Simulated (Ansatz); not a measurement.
# What SnH2 (model cell, started as rutile) distorts into, part 2 of 2

Aim: this structure of SnH2 (model cell, started as rutile) is to be tested for unstable modes, and one is followed downhill.

Ansatz 0.2.0; DFT PBE, scalar-relativistic, plane waves, PAW.

So far, highest frequency on the path or at a solved wavevector (cm⁻¹): step 2 (phonons on a q mesh) 977. Also lowest frequency on the path (cm⁻¹): step 2 -805.

The structure was built from a prototype and need not be the compound's stable phase.

### Step 4. The mode frozen in, largest atomic shift 0.45 Å

The atoms are moved along the unstable eigenvector, the largest shift by 0.45 Å, with the cell fixed.

input.yaml

```yaml
crystal:
  lattice:
    - [4.8575969519, 0.0, 3.6419952209]
    - [4.8575969519, 0.0, -3.6419952209]
    - [0.0, 4.8575969519, 3.6419952209]
  atoms:
    - { symbol: Sn, position: [3.81597e-05, 0.0, -3.81597e-05] }
    - { symbol: Sn, position: [0.4999618403, 0.5, 3.81597e-05] }
    - { symbol: Sn, position: [0.25, 0.2499027005, 0.4999027005] }
    - { symbol: Sn, position: [0.75, 0.7500972995, 0.5000972995] }
    - { symbol: H, position: [0.0606832711, 0.2493017091, 0.3121600547] }
    - { symbol: H, position: [0.4393167289, 0.8728433258, 0.3099849802] }
    - { symbol: H, position: [-0.0628583456, 0.7506982909, 0.6900150198] }
    - { symbol: H, position: [0.5628583456, 0.1271566742, 0.6878399453] }
    - { symbol: H, position: [0.5368467654, 0.2769987538, 0.1917004844] }
    - { symbol: H, position: [0.0852982694, 0.7230012462, 0.1861544808] }
    - { symbol: H, position: [0.9631532346, 0.2285472498, 0.8138455192] }
    - { symbol: H, position: [0.4147017306, 0.7714527502, 0.8082995156] }
kpoints:
  mp_grid: { grid: [8, 8, 8] }
hamiltonian:
  xc: pbe
scf:
  occupations: { method: methfessel_paxton, width: 0.2 }
output:
  forces: true
  stress: true
  eigenvalues: true
```

Run with:

```sh
ansatz run input.yaml --threads 8 --pin off --max-ram 14336MiB --backend cpu --events-out ev --progress --plain --runs-dir out
```

Numbers of over 12 decimals in the logs are rounded to 6 here.

Output:

```text
[...]
Crystal: 12 atoms, lattice volume = 171.875 Å³
Basis set: ecut = 420 eV, 3329 PW (Γ), exchange–correlation on 90×90×90 points (8 copies of the dense FFT grid, shifted against one another)
Bands: 44, of which v1, the nominal top of the filled ones, is band 32 counted from 1 (31 counted from 0)
Symmetry: 4 space group operations
[...]
k-points: 95 of 512 (time reversal used)
[...]
k-point 0: bands = [... 28 lower, 2.2219, 2.6833, 4.2431, 5.5662, 6.7213, 7.8879, 8.8791, 9.1280, ... 8 higher]
  k-point 1: bands = [... 28 lower, 2.8623, 3.1640, 4.2834, 5.7130, 6.6361, 7.9704, 8.5966, 9.0244, ... 8 higher]
  k-point 2: bands = [... 28 lower, 3.7146, 3.9956, 4.3651, 6.0595, 6.5970, 7.5667, 8.1794, 9.2996, ... 8 higher]
  k-point 94: bands = [... 28 lower, 3.1863, 3.2330, 6.0324, 6.8623, 8.6643, 9.2111, 9.6526, 9.9255, ... 8 higher]
[key lines of the parts left out:]
SCF converged after 8 iterations
Free energy (F): -24218.625078 eV
Fermi energy:    6.643147 eV
P = ⅓ Tr σ = 2.1088 GPa (21.088 kbar)
```

Run time: 15 s. Hardware: 8 threads of Arm Neoverse N1, shared host; peak memory 0.92 GiB.

This step gave:

| Property | Result |
| --- | --- |
| pressure | 2.109 GPa |
| energy from the undistorted cell | -40.16 meV/atom |

The energy, extrapolated to zero smearing, is -40.16 meV/atom against the undistorted cell.

The run ends at a pressure of 2.11 GPa, with forces up to 0.37 eV/Å.

### Step 5. Energy along the mode, all amplitudes (two of the runs are shown above)

An imaginary frequency means negative curvature, so the energy should fall and then rise again as anharmonic terms take over.

Numbers from this step:

```yaml
depth_at_the_lowest_point_sampled: 40.16 meV/atom
largest_atomic_shift_at_that_point: 0.45 Å
```

The energy from the parent by largest atomic shift:

| largest atomic shift (Å) | energy from the parent (meV/atom) |
| --- | --- |
| 0.000 | 0 |
| 0.040 | -0.688 |
| 0.080 | -2.68 |
| 0.140 | -7.72 |
| 0.220 | -16.9 |
| 0.320 | -29.2 |
| 0.450 | -40.2 |
| 0.600 | -34.6 |

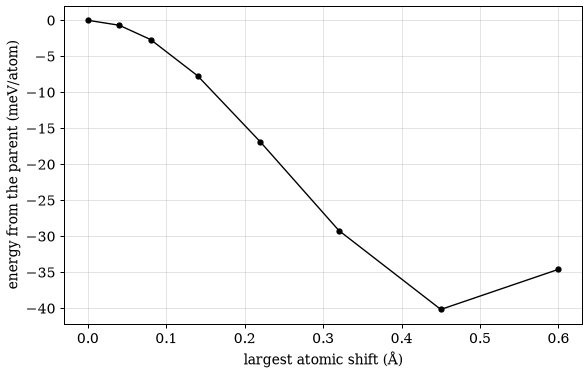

Energy from the parent against largest atomic shift.

Displacement at unit largest shift by atom:

```csv
atom,x (Å),y (Å),z (Å),size
Sn1,0.00,0.00,0.00,0.00
Sn2,0.00,0.00,0.00,0.00
Sn3,0.00,0.00,0.00,0.00
Sn4,0.00,0.00,0.00,0.00
H5,-0.01,0.01,1.00,1.00
H6,0.01,-0.01,-1.00,1.00
H7,-0.01,0.01,-1.00,1.00
H8,0.01,-0.01,1.00,1.00
H9,0.03,0.03,-0.39,0.39
H10,-0.03,-0.03,0.39,0.39
H11,0.03,0.03,0.39,0.39
H12,-0.03,-0.03,-0.39,0.39
```

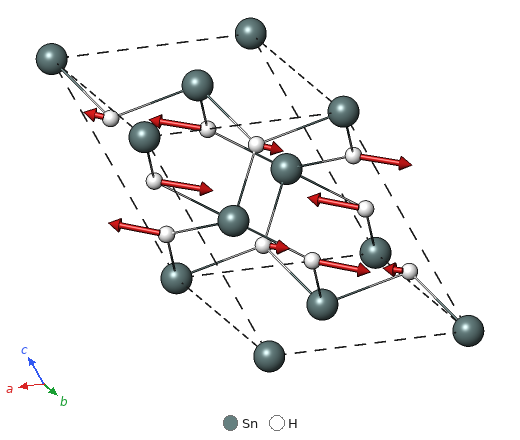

Displacement at unit largest shift as arrows, the longest 1.00 Å. Bonds to atoms that aren't drawn are left out. Some periodic images of atoms are drawn too.

The lowest of the steps tried is at 0.45 Å, 40.2 meV/atom below the parent; the bottom of the well need not coincide with a step.

### Step 6. Relaxing from the distorted cell

Starting from the lowest point found, all atoms and the cell are let go, so that strain and other modes of the same symmetry can join in.

Changes to input.yaml since step 4:

```diff
@@ -28 +28,6 @@
   eigenvalues: true
+relax:
+  adjacent_minimum: "off"
+  f_tol: 0.002
+  max_steps: 120
+  cell: { stress_tol: 0.03 }
```

Output:

```text
[...]
Crystal: 12 atoms, lattice volume = 171.875 Å³
Basis set: ecut = 420 eV, 3329 PW (Γ), exchange–correlation on 90×90×90 points (8 copies of the dense FFT grid, shifted against one another)
Bands: 44, of which v1, the nominal top of the filled ones, is band 32 counted from 1 (31 counted from 0)
Symmetry: 4 space group operations
[...]
k-points: 95 of 512 (time reversal used)
[...]
SCF iter   1: F=—  HF=-24218.630685 eV  |F-HF|=—  |Δ(HF+E_count)|=         —  Δρ=3.16e-3  dr2=2.64e-2  ethr=1.77e-3  ⟨swp⟩=7.1  Hψ=18077  notcnv=0
[...]
SCF iter   8: F=-24218.625078 eV  HF=-24218.625078 eV  |F-HF|=8.69e-9  |Δ(HF+E_count)|=   1.21e-7  S|Δr|=    0.00e0  Δρ=2.79e-6  dr2=2.49e-8  ethr=1.56e-10  ⟨swp⟩=10.9  Hψ=18784  notcnv=0
SCF 1 converged in 8 iterations: F = -24218.625078 eV  dr2 = 2.49e-8
[...]
relax step   1: F+E_penalty+E_count = -24218.62507830 eV  Δ(F+E_penalty+E_count) = +0.000e0 eV  max|allowed force component| = 3.562e-1 eV/Å  Δτ_max = 0.0000 Å  P = +2.109 GPa  Ω = 171.875 Å³  (8 SCF iters, dr2 threshold 1.00e-7 eV, accepted)
Crystal: 12 atoms, lattice volume = 182.788 Å³
Basis set: ecut = 420 eV, 3609 PW (Γ), exchange–correlation on 90×90×90 points (8 copies of the dense FFT grid, shifted against one another)
[...]
SCF iter   6: F=-24219.041985 eV  HF=-24219.041984 eV  |F-HF|=1.59e-7  |Δ(HF+E_count)|=   4.75e-6  S|Δr|=    0.00e0  Δρ=7.45e-6  dr2=1.29e-7  ethr=1.87e-9  ⟨swp⟩=8.5  Hψ=18616  notcnv=0
SCF 2 converged in 6 iterations: F = -24219.041985 eV  dr2 = 1.29e-7
[...]
relax step   2: F+E_penalty+E_count = -24219.04198451 eV  Δ(F+E_penalty+E_count) = -4.169e-1 eV  max|allowed force component| = 4.760e-1 eV/Å  Δτ_max = 0.1583 Å  P = -0.623 GPa  Ω = 182.788 Å³  energy of the carried Pulay correction = -7.668e-3 eV  (6 SCF iters, dr2 threshold 1.20e-6 eV, accepted)
Crystal: 12 atoms, lattice volume = 183.344 Å³
Basis set: ecut = 420 eV, 3585 PW (Γ), exchange–correlation on 90×90×90 points (8 copies of the dense FFT grid, shifted against one another)
[...]
SCF iter   6: F=-24219.363256 eV  HF=-24219.363256 eV  |F-HF|=1.23e-7  |Δ(HF+E_count)|=   6.25e-6  S|Δr|=    0.00e0  Δρ=1.11e-5  dr2=2.86e-7  ethr=1.87e-9  ⟨swp⟩=8.8  Hψ=19128  notcnv=0
SCF 3 converged in 6 iterations: F = -24219.363256 eV  dr2 = 2.86e-7
[...]
relax step   3: F+E_penalty+E_count = -24219.36325595 eV  Δ(F+E_penalty+E_count) = -3.213e-1 eV  max|allowed force component| = 1.688e-1 eV/Å  Δτ_max = 0.1959 Å  P = +0.598 GPa  Ω = 183.344 Å³  energy of the carried Pulay correction = -8.046e-3 eV  (6 SCF iters, dr2 threshold 1.20e-6 eV, accepted)
[...]
relax step   4: F+E_penalty+E_count = -24219.51589949 eV  Δ(F+E_penalty+E_count) = -1.526e-1 eV  max|allowed force component| = 5.104e-2 eV/Å  Δτ_max = 0.1713 Å  P = -0.010 GPa  Ω = 183.882 Å³  energy of the carried Pulay correction = -8.411e-3 eV  (6 SCF iters, dr2 threshold 1.20e-6 eV, accepted)
[...]
relax step   5: F+E_penalty+E_count = -24219.51476863 eV  Δ(F+E_penalty+E_count) = +1.131e-3 eV  max|allowed force component| = 5.390e-2 eV/Å  Δτ_max = 0.0541 Å  P = -0.591 GPa  Ω = 185.909 Å³  energy of the carried Pulay correction = -9.775e-3 eV  (6 SCF iters, dr2 threshold 1.63e-7 eV, accepted)
[...]
relax step   6: F+E_penalty+E_count = -24219.52653375 eV  Δ(F+E_penalty+E_count) = -1.177e-2 eV  max|allowed force component| = 1.059e-2 eV/Å  Δτ_max = 0.0194 Å  P = -0.085 GPa  Ω = 183.298 Å³  energy of the carried Pulay correction = -8.015e-3 eV  (5 SCF iters, dr2 threshold 1.00e-6 eV, accepted)
[...]
relax step   7: F+E_penalty+E_count = -24219.52769735 eV  Δ(F+E_penalty+E_count) = -1.164e-3 eV  max|allowed force component| = 1.056e-3 eV/Å  Δτ_max = 0.0067 Å  P = +0.000 GPa  Ω = 182.244 Å³  energy of the carried Pulay correction = -7.298e-3 eV  (5 SCF iters, dr2 threshold 2.49e-8 eV, accepted)
[...]
relax step   8: F+E_penalty+E_count = -24219.54363777 eV  Δ(F+E_penalty+E_count) = -1.594e-2 eV  max|allowed force component| = 9.341e-4 eV/Å  Δτ_max = 0.0000 Å  P = +0.057 GPa  Ω = 182.244 Å³  stress off target by 1.77e-1 GPa  SCF on the basis re-selected at this cell (its energy is not comparable with the rows above)  (6 SCF iters)
[...]
relax step   9: F+E_penalty+E_count = -24219.54390157 eV  Δ(F+E_penalty+E_count) = -2.638e-4 eV  max|allowed force component| = 1.500e-3 eV/Å  Δτ_max = 0.0046 Å  P = +0.012 GPa  Ω = 182.667 Å³  energy of the carried Pulay correction = -2.672e-4 eV  (5 SCF iters, dr2 threshold 7.85e-8 eV, accepted)
[...]
SCF iter   5: F=-24219.544195 eV  HF=-24219.544195 eV  |F-HF|=1.53e-10  |Δ(HF+E_count)|=  6.55e-11  S|Δr|=    0.00e0  Δρ=1.15e-7  dr2=2.52e-11  ethr=1.00e-12  ⟨swp⟩=7.0  Hψ=16476  notcnv=0
SCF 10 converged in 5 iterations: F = -24219.544195 eV  dr2 = 2.52e-11
relax step  10: F+E_penalty+E_count = -24219.54419492 eV  Δ(F+E_penalty+E_count) = -2.934e-4 eV  max|allowed force component| = 1.521e-3 eV/Å  Δτ_max = 0.0000 Å  P = +0.012 GPa  Ω = 182.667 Å³  stress off target by 2.16e-2 GPa  SCF on the basis re-selected at this cell (its energy is not comparable with the rows above)  (5 SCF iters)
[...]
SCF converged after 5 iterations
[...]
Free energy (F): -24219.544195 eV
[...]
Internal energy: -24219.552725 eV  (E = F + TS)
E sigma→0 (E₀):  -24219.546327 eV
Entropy (-TS):   0.008530 eV (0.711 meV/atom)
Fermi energy:    5.186849 eV
Step filling:    the computed levels leave a gap of 0.2146 eV = 1.1 smearing widths at the electron count; against every level under it full and every level over it empty, smearing changes F+E_penalty+E_count by +3.310 meV and its σ→0 estimate by +1.178 meV
[...]
--- Forces (eV/Å), atoms counted from 1 ---
  atom   1  Sn    -0.00117414     0.00117414     0.00000000
  atom   2  Sn     0.00117414    -0.00117414     0.00000000
  atom   3  Sn     0.00152056     0.00152056     0.00000000
  atom   4  Sn    -0.00152056    -0.00152056     0.00000000
  atom   5  H     -0.00125940    -0.00065895     0.00079167
  atom   6  H     -0.00065895    -0.00125940    -0.00079167
  atom   7  H      0.00065895     0.00125940    -0.00079167
  atom   8  H      0.00125940     0.00065895     0.00079167
  atom   9  H     -0.00016785     0.00123883    -0.00068603
  atom  10  H     -0.00123883     0.00016785     0.00068603
  atom  11  H      0.00123883    -0.00016785     0.00068603
  atom  12  H      0.00016785    -0.00123883    -0.00068603
  max |Σ_I F_I| component: 8.54e-17 eV/Å
--- Stress (GPa, compression-positive) ---
        0.007560       0.001500      -0.000000
        0.001500       0.007560      -0.000000
       -0.000000      -0.000000       0.021569
  P = ⅓ Tr σ = 0.0122 GPa (0.122 kbar)
--- Band table (eV; the first three rows and the last of 95) ---
  k-point 0: bands = [... 28 lower, 2.3182, 2.6149, 2.6149, 4.0712, 5.3441, 7.8975, 8.5872, 8.6094, ... 8 higher]
  k-point 1: bands = [... 28 lower, 2.4149, 2.8903, 2.9935, 4.2574, 5.5392, 7.5605, 8.0617, 8.4000, ... 8 higher]
  k-point 2: bands = [... 28 lower, 2.7596, 3.5167, 3.6399, 4.6695, 6.0904, 6.9639, 7.1565, 7.7150, ... 8 higher]
  k-point 94: bands = [... 28 lower, 3.2771, 3.2777, 4.6219, 4.6230, 7.2229, 7.2246, 8.8861, 8.8901, ... 8 higher]
--- Relaxed structure (8 steps of the walk, 8 accepted, 2 SCFs on fresh bases) ---
  F+E_penalty+E_count = -24219.54419492 eV   max|allowed force component| = 1.521e-3 eV/Å   (the final SCF, on the basis selected at the relaxed cell)
  cell:  # Å, volume = 182.6671 Å³
    - [4.707758, -0.000386579, 4.120995]
    - [4.707758, -0.000386579, -4.120995]
    - [-0.000386579, 4.707758, 4.120995]
  atoms:
    - { symbol: Sn, position: [-0.014378, 3.4011730058083745e-19, 0.014378] }
    - { symbol: Sn, position: [0.514378, 0.5, -0.014378] }
    - { symbol: Sn, position: [0.250000, 0.264434, 0.514434] }
    - { symbol: Sn, position: [0.75, 0.735566, 0.485566] }
    - { symbol: H, position: [0.063990, 0.216360, 0.337988] }
    - { symbol: H, position: [0.436010, 0.901978, 0.280351] }
    - { symbol: H, position: [-0.121627, 0.783640, 0.719649] }
    - { symbol: H, position: [0.621627, 0.098022, 0.662012] }
    - { symbol: H, position: [0.466262, 0.371493, 0.219600] }
    - { symbol: H, position: [0.151893, 0.628507, 0.162245] }
    - { symbol: H, position: [1.033738, 0.185862, 0.837755] }
    - { symbol: H, position: [0.348107, 0.814138, 0.780400] }
```

Run time: 2.7 min. Hardware: 8 threads; peak memory 1 GiB; 21 min of CPU time.

Step by step:

| step | energy less that of the first step (eV) | largest force component (eV/Å) | pressure (GPa) | volume (Å³) |
| --- | --- | --- | --- | --- |
| 1 | 0.0000 | 0.3562 | 2.11 | 171.87 |
| 2 | -0.4169 | 0.4760 | -0.62 | 182.79 |
| 3 | -0.7382 | 0.1688 | 0.60 | 183.34 |
| 4 | -0.8908 | 0.0510 | -0.01 | 183.88 |
| 5 | -0.8897 | 0.0539 | -0.59 | 185.91 |
| 6 | -0.9015 | 0.0106 | -0.08 | 183.30 |
| 7 | -0.9026 | 0.0011 | 0.00 | 182.24 |
| 8* | -0.9186 | 0.0009 | 0.06 | 182.24 |
| 9 | -0.9188 | 0.0015 | 0.01 | 182.67 |
| 10* | -0.9191 | 0.0015 | 0.01 | 182.67 |

Relaxation steps marked * repeat the geometry before them on a plane-wave basis chosen anew for their cell, so energy and pressure can jump there.

Forces are held to the 4 operations that the run works with; a distortion that breaks them can't arise in this run.

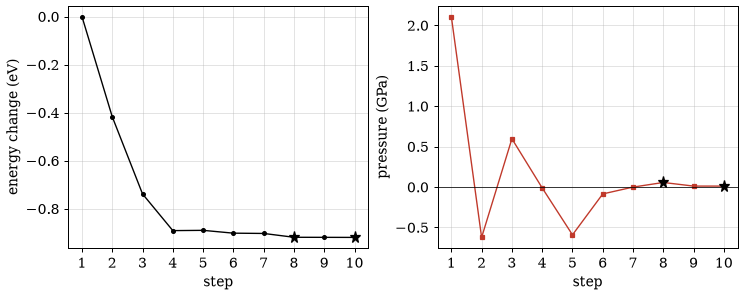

Energy and pressure along the relaxation. Stars mark steps on a basis chosen anew.

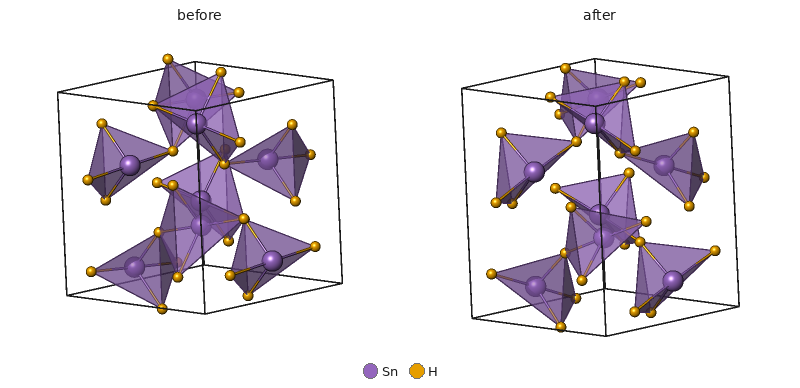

Before and after, at one scale.

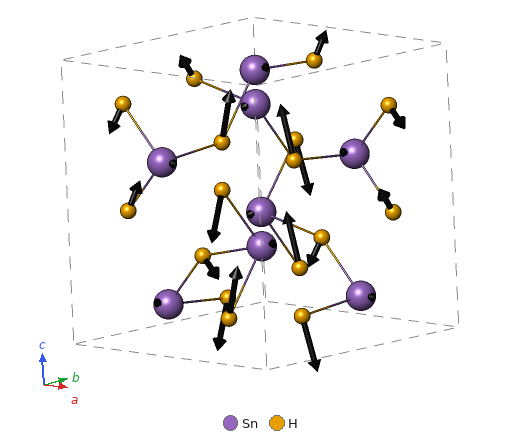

Displacements in the relaxation, exaggerated, measured against the changing cell; the longest in the cell stands for 0.59 Å.

| cell as run | before | after | change |
| --- | --- | --- | --- |
| a (Å) | 6.071 | 6.257 | +3.1 % |
| b (Å) | 6.071 | 6.257 | +3.1 % |
| c (Å) | 6.071 | 6.257 | +3.1 % |
| α (°) | 111.09 | 115.72 | +4.2 % |
| β (°) | 68.91 | 64.29 | -6.7 % |
| γ (°) | 73.72 | 82.40 | +11.8 % |
| volume (Å³/atom) | 14.32 | 15.22 | +6.3 % |

The atoms that moved most (Å, as changes of fractional coordinates times the final cell):

```
atom      dx      dy      dz  length
 H11   0.131   0.113   0.565   0.591
 H12  -0.113  -0.131  -0.565   0.591
  H9   0.113   0.131  -0.565   0.591
 H10  -0.131  -0.113   0.565   0.591
  H8   0.140  -0.122   0.256   0.316
  H6   0.122  -0.140  -0.256   0.316
  H7  -0.122   0.140  -0.256   0.316
  H5  -0.140   0.122   0.256   0.316
```

The relaxed structure:

```cif
data_structure
_symmetry_space_group_name_H-M 'P 1'
_symmetry_Int_Tables_number 1
_cell_length_a 6.2566
_cell_length_b 6.2566
_cell_length_c 6.2566
_cell_angle_alpha 115.717
_cell_angle_beta 64.295
_cell_angle_gamma 82.395
_cell_volume 182.67
loop_
_atom_site_label
_atom_site_type_symbol
_atom_site_fract_x
_atom_site_fract_y
_atom_site_fract_z
_atom_site_occupancy
Sn1 Sn 0.98562 0.00000 0.01438 1
Sn2 Sn 0.51438 0.50000 0.98562 1
Sn3 Sn 0.25000 0.26443 0.51443 1
Sn4 Sn 0.75000 0.73557 0.48557 1
H5 H 0.06399 0.21636 0.33799 1
H6 H 0.43601 0.90198 0.28035 1
H7 H 0.87837 0.78364 0.71965 1
H8 H 0.62163 0.09802 0.66201 1
H9 H 0.46626 0.37149 0.21960 1
H10 H 0.15189 0.62851 0.16224 1
H11 H 0.03374 0.18586 0.83776 1
H12 H 0.34811 0.81414 0.78040 1
```

This step gave:

| Property | Result |
| --- | --- |
| pressure | 0.01223 GPa |
| volume per atom | 15.22 Å³ |
| gap on the k-mesh | 0.2146 eV |

The distorted start has space group I2_12_12_1; the relaxation ends in I-42d.

### Step 7. The phases reached

The phases reached along the modes that were followed are set side by side.

Energies are those of the first relaxation, on the mesh of the frozen mode; space group, volume and gap are those of the last relaxation. Phases, by row:

| mode frozen in | space group | energy from parent (meV/atom) | volume (Å³/atom) | gap on mesh (eV) | lowest zone-centre optical mode (cm⁻¹) | largest shift (Å) |
| --- | --- | --- | --- | --- | --- | --- |
| parent | P4_2/mnm | 0 | 14.32 | 0 | – | – |
| q = (0, 0, -0.5), 805i cm⁻¹ | Cmcm | -45.2 | 14.74 | 0 | – | 0.564 |
| q = (0, 0, -0.5), 805i cm⁻¹ | P4_12_12 | -148.2 | 17.02 | 1.219 | – | 1.096 |
| q = (0, 0, -0.5), 805i cm⁻¹ | P4_32_12 | -148.2 | 17.02 | 1.219 | – | 1.096 |
| q = (-0.5, -0.5, -0.5), 794i cm⁻¹ | Imma | -38.62 | 14.38 | 0 | – | 0.57 |
| q = (-0.5, -0.5, -0.5), 794i cm⁻¹ | I-42d | -116.9 | 15.23 | 0.212 | – | 0.791 |
| q = (-0.5, -0.5, -0.5), 794i cm⁻¹ | I-42d | -116.9 | 15.22 | 0.215 | – | 0.789 |

### Step 8. Summary of results

```
unstable mode of the parent                                                      : q = (-0.5, -0.5, -0.5), 794i cm⁻¹
depth at the lowest point sampled                                                : 40.2 meV/atom
largest atomic shift at that point                                               : 0.45 Å
space group reached (within 0.01 Å)                                              : I-42d
energy gained over the parent (first relaxation, on the mesh of the frozen mode) : 117 meV/atom
volume per atom, phase reached                                                   : 15.2 Å³
gap on the k-mesh, phase reached                                                 : 0.215 eV
```

Along this mode the structure falls into I-42d, 117 meV/atom below the parent. At the parent's cell the well is 40.16 meV/atom deep on the steps tried, with its lowest point at a shift of 0.45 Å. Relaxing atoms and cell changes the gain by +76.73 meV/atom against the lowest step (energies at zero smearing). Most of the total comes from this relaxation. The modes of the phase reached were not computed on this path. Of the 6 patterns followed to their end from this parent, this one ends 31.3 meV/atom above the lowest, P4_32_12. Each path keeps the symmetry of its pattern, so a lower phase may lie along a pattern not tried. With no gap, or one that is small against the smearing, the frequencies hang on the k mesh and the smearing, most of all near Kohn anomalies. Spin-orbit coupling is left out, which can matter for the heavy elements here. The starting cell was built on a prototype and not taken from a measurement, so the phase need not exist.

[Logs are printed without paths, hosts, clocks, repeated set-up lines and the standing remarks that a program may print on its own settings, such as how far it seeks lower states.]

[Hosts, paths, dates, database ids (printed as entryN), source tags and the programs' standing remarks are cut or masked in the printed files.]
